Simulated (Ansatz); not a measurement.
# Run report: C2H19NO8, geometry relaxation (part 1 of 3)

C2H19NO8 (disordered cell, 30 atoms in the cell), computed with DFT PBE-D3(BJ), scalar-relativistic, plane waves, PAW, no spin polarisation (Ansatz 0.2.0).

It belongs to a series of runs on one base structure; here: start relaxed. Figures and captions count atoms from 1; the log counts them from 0 in places.

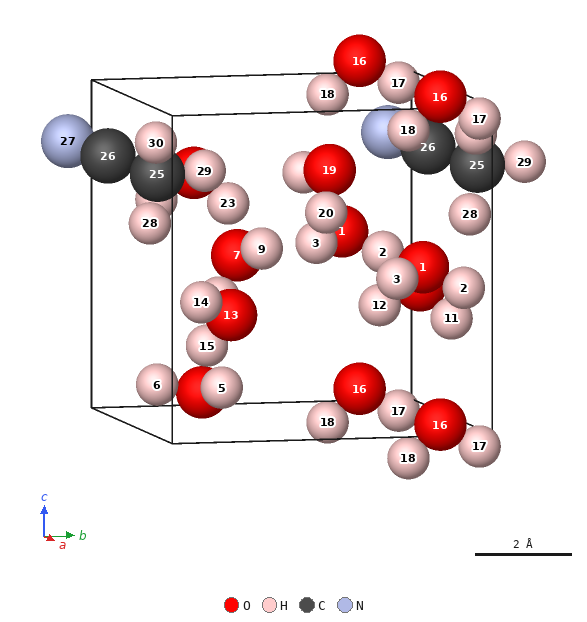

*The input geometry (spheres-only view of the cell of the calculation, seen slightly off an axis; atoms are numbered from 1 in the order of the input).*

The input
```yaml
accuracy: low
crystal:
  lattice:
    - [6.889419, 0.0, 0.0]
    - [0.0, 6.889419, 0.0]
    - [0.0, 0.0, 6.889419]
  atoms:
    - { symbol: O, position: [0.9334913, 0.8000507, 0.5088539] }
    - { symbol: H, position: [0.9935843, 0.9124586, 0.4495403] }
    - { symbol: H, position: [1.0261069, 0.696537, 0.4871268] }
    - { symbol: O, position: [0.1199418, 0.3157811, 0.0516545] }
    - { symbol: H, position: [0.2549739, 0.3425625, 0.080183] }
    - { symbol: H, position: [0.1063046, 0.1782954, 0.0776645] }
    - { symbol: O, position: [0.4017134, 0.3538528, 0.499458] }
    - { symbol: H, position: [0.4180338, 0.2923882, 0.3740764] }
    - { symbol: H, position: [0.5309896, 0.3978775, 0.532839] }
    - { symbol: O, position: [0.5126391, 0.8980687, 0.4049538] }
    - { symbol: H, position: [0.5726309, 0.980537, 0.3081821] }
    - { symbol: H, position: [0.519561, 0.7693125, 0.3489296] }
    - { symbol: O, position: [0.7684019, 0.2418478, 0.360409] }
    - { symbol: H, position: [0.8395018, 0.1311618, 0.4099895] }
    - { symbol: H, position: [0.6865709, 0.187445, 0.2598664] }
    - { symbol: O, position: [0.9972185, 0.8386381, 1.0348411] }
    - { symbol: H, position: [0.9984672, 0.9605548, 0.9648443] }
    - { symbol: H, position: [0.9854431, 0.7415528, 0.9338432] }
    - { symbol: O, position: [0.7171499, 0.5632581, 0.7878457] }
    - { symbol: H, position: [0.7823472, 0.5358132, 0.6663513] }
    - { symbol: H, position: [0.5867489, 0.5145157, 0.7682351] }
    - { symbol: O, position: [0.043899, 0.309273, 0.7128452] }
    - { symbol: H, position: [0.0591749, 0.4122837, 0.6183982] }
    - { symbol: H, position: [0.0436678, 0.1919163, 0.6354364] }
    - { symbol: C, position: [0.651695, 0.0414563, 0.7825924] }
    - { symbol: C, position: [0.4747389, -0.0685039, 0.8220193] }
    - { symbol: "N", position: [0.3320003, -0.1572014, 0.8538223] }
    - { symbol: H, position: [0.7088923, 0.0033092, 0.6398425] }
    - { symbol: H, position: [0.6210615, 0.1968827, 0.7855089] }
    - { symbol: H, position: [0.7615694, 0.0089595, 0.8920266] }
basis:
  ecutwfc: 420.0
kpoints:
  mp_grid: { grid: [1, 1, 1] }
hamiltonian:
  xc: pbe
  dispersion: d3bj
scf:
  occupations: { method: fermi_dirac, width: 0.02 }
  lower_state_search: "off"
relax:
  f_tol: 0.3
  max_steps: 15
  adjacent_minimum: "off"
```

Launch command:
```bash
ansatz run input.yaml --threads 1 --pin off --max-ram 3072MiB --backend cpu --events-out ev --progress --plain --runs-dir out
```

The program's output
```
Engine: ansatz 0.2.0, x86_64-unknown-linux-gnu
Pseudopotentials: kind: paw
Pseudopotential: O, paw, valence charge 6, recommended cutoff 420 eV (normal), O.paw.azcp
Pseudopotential: H, paw, valence charge 1, recommended cutoff 420 eV (normal), H.paw.azcp
Pseudopotential: C, paw, valence charge 4, recommended cutoff 420 eV (normal), C.paw.azcp
Pseudopotential: N, paw, valence charge 5, recommended cutoff 420 eV (normal), N.paw.azcp
Functional definition: PBE
  parameter kappa = 0.804
  parameter beta = 0.06672455060314922
  exchange = pbe_x(kappa = kappa, mu = beta*pi^2/3)
  correlation = pbe_c(beta = beta)
Crystal: 30 atoms, lattice volume = 327.000 Å³
Basis set: ecut = 420 eV, 6403 PW (Γ), exchange–correlation on 96×96×96 points (8 copies of the dense FFT grid, shifted against one another)
Bands: 70, of which v1, the nominal top of the filled ones, is band 40 counted from 1 (39 counted from 0)
Symmetry: 1 space group operations
Space group: P1 (ITA 1), of the structure as read, at distance tolerance 6.9e-5 Å
k-points: 1
Non-local potential: O, projectors of the file, l = 0: 2, l = 1: 2, l = 2: 1
Non-local potential: H, projectors of the file, l = 0: 2, l = 1: 1
Non-local potential: C, projectors of the file, l = 0: 2, l = 1: 2, l = 2: 1
Non-local potential: N, projectors of the file, l = 0: 2, l = 1: 2, l = 2: 1
PAW form: soft (Blöchl's): semilocal exchange-correlation on the pseudo side does not see the compensation charge
PAW one-centre angular grid: O, 110 points (default); XC on 64 Gauss nodes
PAW one-centre angular grid: H, 110 points (default); XC on 64 Gauss nodes
PAW one-centre angular grid: C, 110 points (default); XC on 64 Gauss nodes
PAW one-centre angular grid: N, 110 points (default); XC on 64 Gauss nodes
Initial density: superposition of atomic densities (neutral atoms: chi_scale 0, normalization atom), corrected by the library's trained network
Initial wavefunctions: pseudopotential atomic-orbital guess
Functional: x = pbe(κ = 0.804, μ = 0.2195149727645171), c = pbe(β = 0.06672455060314922)
SCF iter   1: F=—  HF=-5726.713585 eV  |F-HF|=—  |Δ(HF+E_count)|=         —  Δρ=4.81e-3  dr2=1.37e-1  ethr=1.77e-3  ⟨swp⟩=6.0  Hψ=329  notcnv=0  defer=5
preconditioner: auto → Resta (q_TF=auto, 2.158 Å⁻¹)  ε∞=2.2  [insulator: Δε(μ)=3.422 eV  Ē_g=16.604 eV  σ=0.020 eV  W_gap=1.00  n_scr=56 (ndim 8)  ℏωp=18.4 eV  f_vac=0.250  D(μ)=0.00/eV (n_scr^D=0)  ε∞_Penn≈2.2]
SCF iter   2: F=—  HF=-5726.670187 eV  |F-HF|=—  |Δ(HF+E_count)|=   4.34e-2  Δρ=2.81e-3  dr2=3.74e-2  ethr=1.71e-4  ⟨swp⟩=2.0  Hψ=122  notcnv=0  defer=21
SCF iter   3: F=—  HF=-5726.661584 eV  |F-HF|=—  |Δ(HF+E_count)|=   8.60e-3  Δρ=1.58e-3  dr2=1.58e-2  ethr=4.68e-5  ⟨swp⟩=2.0  Hψ=90  notcnv=0  defer=21
SCF iter   4: F=—  HF=-5726.656986 eV  |F-HF|=—  |Δ(HF+E_count)|=   4.60e-3  Δρ=7.20e-4  dr2=2.13e-3  ethr=1.98e-5  ⟨swp⟩=2.0  Hψ=90  notcnv=0  defer=21
SCF iter   5: F=—  HF=-5726.656674 eV  |F-HF|=—  |Δ(HF+E_count)|=   3.12e-4  Δρ=2.89e-4  dr2=2.77e-4  ethr=2.67e-6  ⟨swp⟩=2.0  Hψ=121  notcnv=0  defer=21
SCF iter   6: F=-5726.656659 eV  HF=-5726.656654 eV  |F-HF|=4.10e-6  |Δ(HF+E_count)|=   1.96e-5  Δρ=8.45e-5  dr2=1.91e-5  ethr=1.25e-7  ⟨swp⟩=3.0  Hψ=222  notcnv=0
SCF 1 converged in 6 iterations: F = -5726.656659 eV  dr2 = 1.91e-5
  greatest PAW one-centre occupation: 0.874 electrons in one spin orbital (limit 2), on the O atom at site 21 (counted from 0), in its partial waves of l = 0
relax step   1: F+E_penalty+E_count = -5726.65665857 eV  Δ(F+E_penalty+E_count) = +0.000e0 eV  max|allowed force component| = 1.954e0 eV/Å  Δτ_max = 0.0000 Å  (6 SCF iters, dr2 threshold 1.00e-4 eV, accepted)
Initial density: handed on by an earlier stage of this run
Initial wavefunctions: those handed on with the density
iter 1 solved again at ethr=6.94e-4 eV; its pass at ethr=3.10e-3 eV (dr2=5.55e-1 eV) is discarded
SCF iter   1: F=—  HF=-5727.575810 eV  |F-HF|=—  |Δ(HF+E_count)|=         —  Δρ=2.41e-2  dr2=5.70e-1  ethr=6.94e-4  ⟨swp⟩=1.0  Hψ=294  notcnv=0  defer=21
preconditioner: auto → Resta (q_TF=auto, 2.158 Å⁻¹)  ε∞=2.2  [insulator: Δε(μ)=3.485 eV  Ē_g=16.521 eV  σ=0.020 eV  W_gap=1.00  n_scr=56 (ndim 8)  ℏωp=18.4 eV  f_vac=0.243  D(μ)=0.00/eV (n_scr^D=0)  ε∞_Penn≈2.2]
SCF iter   2: F=—  HF=-5727.533033 eV  |F-HF|=—  |Δ(HF+E_count)|=   4.28e-2  Δρ=1.19e-2  dr2=1.26e-1  ethr=6.94e-4  ⟨swp⟩=2.0  Hψ=70  notcnv=0  defer=21
SCF iter   3: F=—  HF=-5727.546148 eV  |F-HF|=—  |Δ(HF+E_count)|=   1.31e-2  Δρ=4.22e-3  dr2=3.84e-2  ethr=1.58e-4  ⟨swp⟩=2.0  Hψ=123  notcnv=0  defer=21
SCF iter   4: F=—  HF=-5727.537222 eV  |F-HF|=—  |Δ(HF+E_count)|=   8.93e-3  Δρ=6.75e-4  dr2=1.06e-3  ethr=4.80e-5  ⟨swp⟩=2.0  Hψ=94  notcnv=0  defer=21
SCF iter   5: F=—  HF=-5727.537568 eV  |F-HF|=—  |Δ(HF+E_count)|=   3.46e-4  Δρ=4.15e-4  dr2=6.24e-4  ethr=1.32e-6  ⟨swp⟩=2.0  Hψ=81  notcnv=0  defer=21
SCF iter   6: F=—  HF=-5727.537500 eV  |F-HF|=—  |Δ(HF+E_count)|=   6.78e-5  Δρ=1.55e-4  dr2=7.51e-5  ethr=1.25e-7  ⟨swp⟩=3.0  Hψ=215  notcnv=0
SCF iter   7: F=-5727.537509 eV  HF=-5727.537507 eV  |F-HF|=2.33e-6  |Δ(HF+E_count)|=   7.02e-6  Δρ=4.46e-5  dr2=5.60e-6  ethr=9.39e-8  ⟨swp⟩=4.0  Hψ=167  notcnv=0
SCF 2 converged in 7 iterations: F = -5727.537509 eV  dr2 = 5.60e-6
  greatest PAW one-centre occupation: 0.871 electrons in one spin orbital (limit 2), on the O atom at site 21 (counted from 0), in its partial waves of l = 0
relax step   2: F+E_penalty+E_count = -5727.53750930 eV  Δ(F+E_penalty+E_count) = -8.809e-1 eV  max|allowed force component| = 1.621e0 eV/Å  Δτ_max = 0.1929 Å  (7 SCF iters, dr2 threshold 1.00e-4 eV, accepted)
iter 1 solved again at ethr=6.51e-4 eV; its pass at ethr=3.10e-3 eV (dr2=5.21e-1 eV) is discarded
SCF iter   1: F=—  HF=-5728.163351 eV  |F-HF|=—  |Δ(HF+E_count)|=         —  Δρ=2.42e-2  dr2=5.42e-1  ethr=6.51e-4  ⟨swp⟩=1.0  Hψ=294  notcnv=0  defer=24
preconditioner: auto → Resta (q_TF=auto, 2.158 Å⁻¹)  ε∞=2.2  [insulator: Δε(μ)=3.792 eV  Ē_g=16.462 eV  σ=0.020 eV  W_gap=1.00  n_scr=56 (ndim 8)  ℏωp=18.4 eV  f_vac=0.232  D(μ)=0.00/eV (n_scr^D=0)  ε∞_Penn≈2.2]
SCF iter   2: F=—  HF=-5728.147813 eV  |F-HF|=—  |Δ(HF+E_count)|=   1.55e-2  Δρ=1.18e-2  dr2=1.31e-1  ethr=6.51e-4  ⟨swp⟩=2.0  Hψ=67  notcnv=0  defer=24
SCF iter   3: F=—  HF=-5728.171143 eV  |F-HF|=—  |Δ(HF+E_count)|=   2.33e-2  Δρ=4.85e-3  dr2=6.68e-2  ethr=1.63e-4  ⟨swp⟩=2.0  Hψ=87  notcnv=0  defer=24
SCF iter   4: F=—  HF=-5728.158083 eV  |F-HF|=—  |Δ(HF+E_count)|=   1.31e-2  Δρ=8.61e-4  dr2=2.53e-3  ethr=8.35e-5  ⟨swp⟩=2.0  Hψ=119  notcnv=0  defer=24
[...]
  greatest PAW one-centre occupation: 0.869 electrons in one spin orbital (limit 2), on the O atom at site 3 (counted from 0), in its partial waves of l = 0
relax step   3: F+E_penalty+E_count = -5728.15839668 eV  Δ(F+E_penalty+E_count) = -6.209e-1 eV  max|allowed force component| = 2.033e0 eV/Å  Δτ_max = 0.1953 Å  (7 SCF iters, dr2 threshold 1.00e-4 eV, accepted)
preconditioner: auto → Resta (q_TF=auto, 2.158 Å⁻¹)  ε∞=2.2  [insulator: Δε(μ)=4.187 eV  Ē_g=16.557 eV  σ=0.020 eV  W_gap=1.00  n_scr=56 (ndim 8)  ℏωp=18.4 eV  f_vac=0.227  D(μ)=0.00/eV (n_scr^D=0)  ε∞_Penn≈2.2]
relax step   4: F+E_penalty+E_count = -5728.82641115 eV  Δ(F+E_penalty+E_count) = -6.680e-1 eV  max|allowed force component| = 2.037e0 eV/Å  Δτ_max = 0.1963 Å  (7 SCF iters, dr2 threshold 1.00e-4 eV, accepted)
preconditioner: auto → Resta (q_TF=auto, 2.158 Å⁻¹)  ε∞=2.2  [insulator: Δε(μ)=4.416 eV  Ē_g=16.616 eV  σ=0.020 eV  W_gap=1.00  n_scr=56 (ndim 8)  ℏωp=18.4 eV  f_vac=0.230  D(μ)=0.00/eV (n_scr^D=0)  ε∞_Penn≈2.2]
  greatest PAW one-centre occupation: 0.868 electrons in one spin orbital (limit 2), on the O atom at site 9 (counted from 0), in its partial waves of l = 0
relax step   5: F+E_penalty+E_count = -5729.36602613 eV  Δ(F+E_penalty+E_count) = -5.396e-1 eV  max|allowed force component| = 1.775e0 eV/Å  Δτ_max = 0.1962 Å  (7 SCF iters, dr2 threshold 1.00e-4 eV, accepted)
preconditioner: auto → Resta (q_TF=auto, 2.158 Å⁻¹)  ε∞=2.2  [insulator: Δε(μ)=4.426 eV  Ē_g=16.655 eV  σ=0.020 eV  W_gap=1.00  n_scr=56 (ndim 8)  ℏωp=18.4 eV  f_vac=0.234  D(μ)=0.00/eV (n_scr^D=0)  ε∞_Penn≈2.2]
relax step   6: F+E_penalty+E_count = -5729.88913160 eV  Δ(F+E_penalty+E_count) = -5.231e-1 eV  max|allowed force component| = 1.828e0 eV/Å  Δτ_max = 0.1989 Å  (7 SCF iters, dr2 threshold 1.00e-4 eV, accepted)
preconditioner: auto → Resta (q_TF=auto, 2.158 Å⁻¹)  ε∞=2.2  [insulator: Δε(μ)=4.296 eV  Ē_g=16.636 eV  σ=0.020 eV  W_gap=1.00  n_scr=56 (ndim 8)  ℏωp=18.4 eV  f_vac=0.238  D(μ)=0.00/eV (n_scr^D=0)  ε∞_Penn≈2.2]
  greatest PAW one-centre occupation: 0.867 electrons in one spin orbital (limit 2), on the O atom at site 9 (counted from 0), in its partial waves of l = 0
relax step   7: F+E_penalty+E_count = -5730.21828942 eV  Δ(F+E_penalty+E_count) = -3.292e-1 eV  max|allowed force component| = 3.505e0 eV/Å  Δτ_max = 0.1987 Å  (7 SCF iters, dr2 threshold 1.00e-4 eV, accepted)
preconditioner: auto → Resta (q_TF=auto, 2.158 Å⁻¹)  ε∞=2.2  [insulator: Δε(μ)=4.336 eV  Ē_g=16.737 eV  σ=0.020 eV  W_gap=1.00  n_scr=56 (ndim 8)  ℏωp=18.4 eV  f_vac=0.239  D(μ)=0.00/eV (n_scr^D=0)  ε∞_Penn≈2.2]
relax step   8: F+E_penalty+E_count = -5730.59277803 eV  Δ(F+E_penalty+E_count) = -3.745e-1 eV  max|allowed force component| = 1.907e0 eV/Å  Δτ_max = 0.1924 Å  (6 SCF iters, dr2 threshold 1.00e-4 eV, accepted)
preconditioner: auto → Resta (q_TF=auto, 2.158 Å⁻¹)  ε∞=2.2  [insulator: Δε(μ)=4.455 eV  Ē_g=16.771 eV  σ=0.020 eV  W_gap=1.00  n_scr=56 (ndim 8)  ℏωp=18.4 eV  f_vac=0.247  D(μ)=0.00/eV (n_scr^D=0)  ε∞_Penn≈2.2]
relax step   9: F+E_penalty+E_count = -5730.86777622 eV  Δ(F+E_penalty+E_count) = -2.750e-1 eV  max|allowed force component| = 1.453e0 eV/Å  Δτ_max = 0.2000 Å  (7 SCF iters, dr2 threshold 1.00e-4 eV, accepted)
preconditioner: auto → Resta (q_TF=auto, 2.158 Å⁻¹)  ε∞=2.2  [insulator: Δε(μ)=4.473 eV  Ē_g=16.776 eV  σ=0.020 eV  W_gap=1.00  n_scr=56 (ndim 8)  ℏωp=18.4 eV  f_vac=0.245  D(μ)=0.00/eV (n_scr^D=0)  ε∞_Penn≈2.2]
relax step  10: F+E_penalty+E_count = -5731.07334360 eV  Δ(F+E_penalty+E_count) = -2.056e-1 eV  max|allowed force component| = 5.922e-1 eV/Å  Δτ_max = 0.1987 Å  (6 SCF iters, dr2 threshold 1.00e-4 eV, accepted)
preconditioner: auto → Resta (q_TF=auto, 2.158 Å⁻¹)  ε∞=2.2  [insulator: Δε(μ)=4.564 eV  Ē_g=16.833 eV  σ=0.020 eV  W_gap=1.00  n_scr=56 (ndim 8)  ℏωp=18.4 eV  f_vac=0.247  D(μ)=0.00/eV (n_scr^D=0)  ε∞_Penn≈2.2]
relax step  11: F+E_penalty+E_count = -5731.20585457 eV  Δ(F+E_penalty+E_count) = -1.325e-1 eV  max|allowed force component| = 5.944e-1 eV/Å  Δτ_max = 0.1968 Å  (9 SCF iters, accepted)
preconditioner: auto → Resta (q_TF=auto, 2.158 Å⁻¹)  ε∞=2.2  [insulator: Δε(μ)=4.604 eV  Ē_g=16.861 eV  σ=0.020 eV  W_gap=1.00  n_scr=56 (ndim 8)  ℏωp=18.4 eV  f_vac=0.249  D(μ)=0.00/eV (n_scr^D=0)  ε∞_Penn≈2.2]
relax step  12: F+E_penalty+E_count = -5731.28781564 eV  Δ(F+E_penalty+E_count) = -8.196e-2 eV  max|allowed force component| = 4.453e-1 eV/Å  Δτ_max = 0.2000 Å  (9 SCF iters, accepted)
preconditioner: auto → Resta (q_TF=auto, 2.158 Å⁻¹)  ε∞=2.2  [insulator: Δε(μ)=4.621 eV  Ē_g=16.884 eV  σ=0.020 eV  W_gap=1.00  n_scr=56 (ndim 8)  ℏωp=18.4 eV  f_vac=0.255  D(μ)=0.00/eV (n_scr^D=0)  ε∞_Penn≈2.2]
  greatest PAW one-centre occupation: 0.866 electrons in one spin orbital (limit 2), on the O atom at site 9 (counted from 0), in its partial waves of l = 0
relax step  13: F+E_penalty+E_count = -5731.34856140 eV  Δ(F+E_penalty+E_count) = -6.075e-2 eV  max|allowed force component| = 2.158e-1 eV/Å  Δτ_max = 0.1903 Å  (6 SCF iters, dr2 threshold 1.00e-4 eV, accepted)
preconditioner: auto → Resta (q_TF=auto, 2.158 Å⁻¹)  ε∞=2.2  [insulator: Δε(μ)=4.641 eV  Ē_g=16.861 eV  σ=0.020 eV  W_gap=1.00  n_scr=56 (ndim 8)  ℏωp=18.4 eV  f_vac=0.249  D(μ)=0.00/eV (n_scr^D=0)  ε∞_Penn≈2.2]
relax step  14: F+E_penalty+E_count = -5731.34856495 eV  Δ(F+E_penalty+E_count) = -3.544e-6 eV  max|allowed force component| = 2.161e-1 eV/Å  Δτ_max = 0.0000 Å  (5 SCF iters, accepted)
```

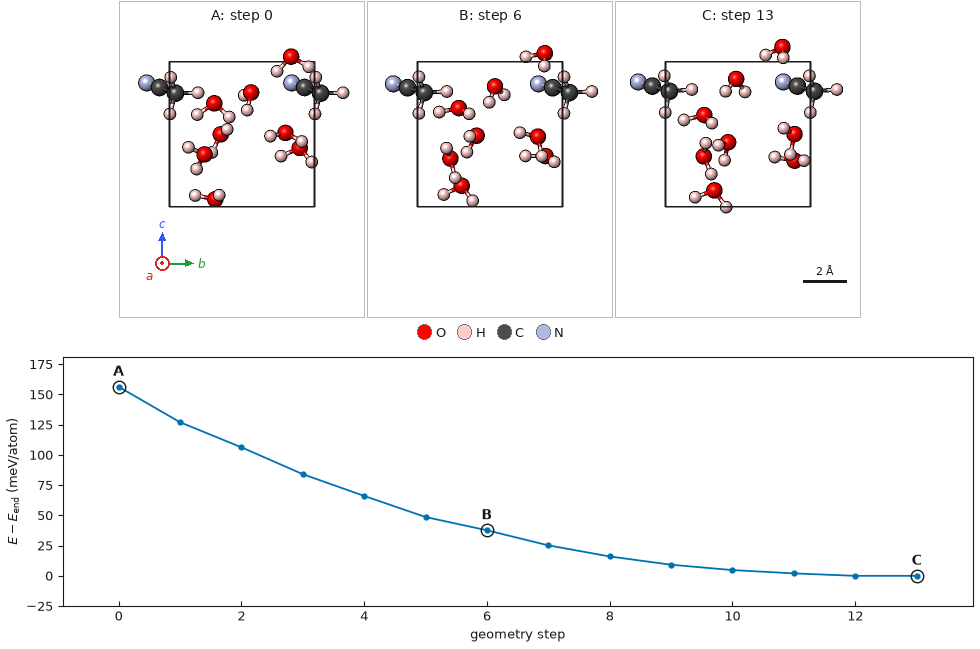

*Frames of the relaxation (ball-and-stick view of the cell of the calculation, along the a axis) above the curves, on which the letters mark them (the first geometry is step 0 here and step 1 in the log).*

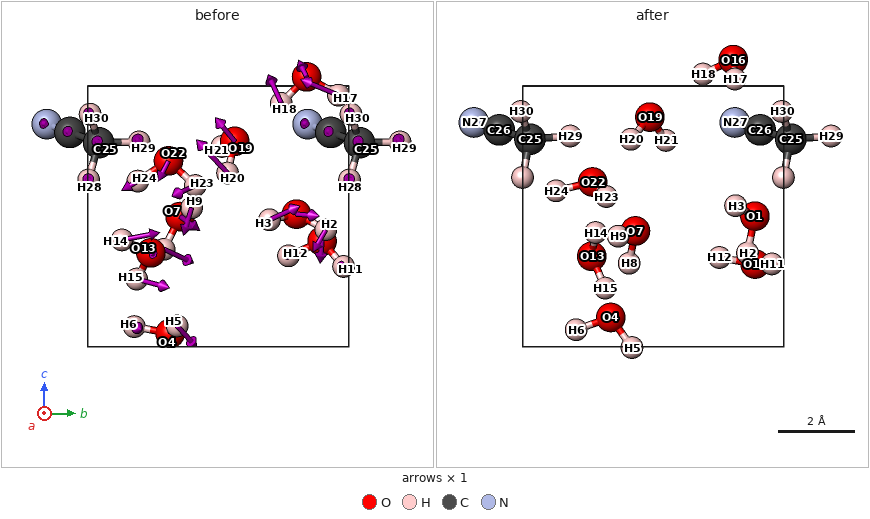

*Before (left) and after (right) the relaxation, at one scale (ball-and-stick view of the cell of the calculation, along the a axis). The pink arrows give the displacements, at true length.*

H20 moves most: 1.38 Å. By element the largest moves are H 1.38 Å, O 0.95 Å, C 0.41 Å, N 0.36 Å. The cell stays as it was. Distances before and after: O13–H14 0.969 → 0.989 Å, C26–N27 1.178 → 1.162 Å, C25–C26 1.461 → 1.445 Å, O10–H11 0.969 → 0.976 Å. Among the angles that change: H11–O10–H12 104.0° → 106.1°. Over 13 geometry steps the energy falls by 156 meV per atom. The largest force component goes from 2 to 0.22 eV/Å. (Atoms are counted from 1 in the order of the input.)
